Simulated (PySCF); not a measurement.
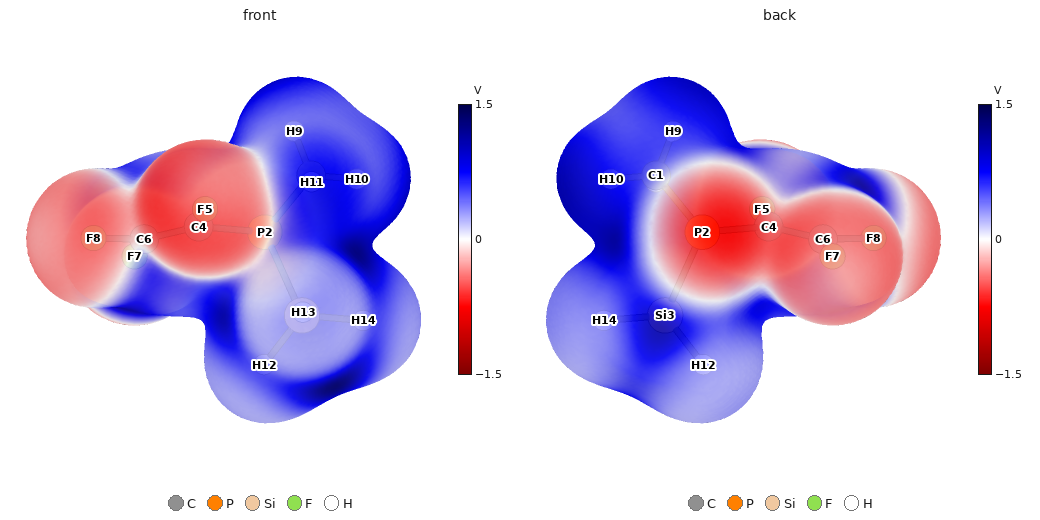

Figure 1: C$_{3}$H$_{6}$F$_{3}$PSi. The molecular electrostatic potential painted on the density surface at 0.002 e/bohr³, seen from the front and from behind; the colour scale runs from red (negative) to blue (positive).

Geometry: GFN2-xTB.

The calculation used B3LYP/def2-SVPD, SCF density, gas phase in PySCF.

```xyz
14

C     0.1725    1.9056    0.4532
P    -0.0531    0.5651   -0.8017
Si    1.8368   -0.6095   -0.4224
C    -1.1537   -0.5133    0.1745
F    -1.0708   -0.4866    1.5225
C    -2.0341   -1.3276   -0.3957
F    -2.1729   -1.4025   -1.7139
F    -2.8543   -2.1733    0.2137
H    -0.7441    2.4904    0.5192
H     0.9745    2.5539    0.1054
H     0.4226    1.5079    1.4342
H     1.7227   -1.8239   -1.2261
H     2.0297   -0.9451    0.9911
H     2.9236    0.2584   -0.8762
```

Describe the electrostatic potential map.

The most negative region (about −0.7 V) lies over P2, the most positive (about +1.2 V) over Si3.

What dipole moment does the calculation give?

Its dipole moment is 1.89 D.
